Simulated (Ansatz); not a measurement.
# Profile along the P–B line in BP (zinc blende)

BP (zinc blende)

Space group F-43m (No. 216); a = b = c = 4.5202 Å, α = β = γ = 90.00°

| atom | site | symmetry | x | y | z |
|---|---|---|---|---|---|
| P | 4c | -43m | 0.2500 | 0.2500 | 0.2500 |
| B | 4a | -43m | 0.0000 | 0.0000 | 0.0000 |
(The calculation used a cell of 2 atoms; values per cell refer to that cell.)

Fields along a shortest P–B line of a {110} plane (1.96 Å), from P to B, interpolated on the slice's grid (step about 0.1 Å). Computed with PBEsol (plane waves to 420 eV, PAW, scalar-relativistic; Ansatz, a quantum-chemistry and plane-wave program). k mesh 13×13×13. Near the nuclei the fields are pseudised (PAW); where an atom keeps semicore shells as valence, they peak there. BP was relaxed with its symmetry unable to fall.

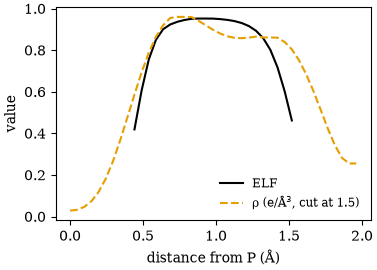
Fig. 1. ELF (away from the nuclei) and valence density from P to B.

Density on the P–B line (1.96 Å) at its midpoint: 0.90 e/Å³. ELF at that point: 1.0. ELF maximum in the middle third of the P–B line: 0.95, 0.9 Å from P.
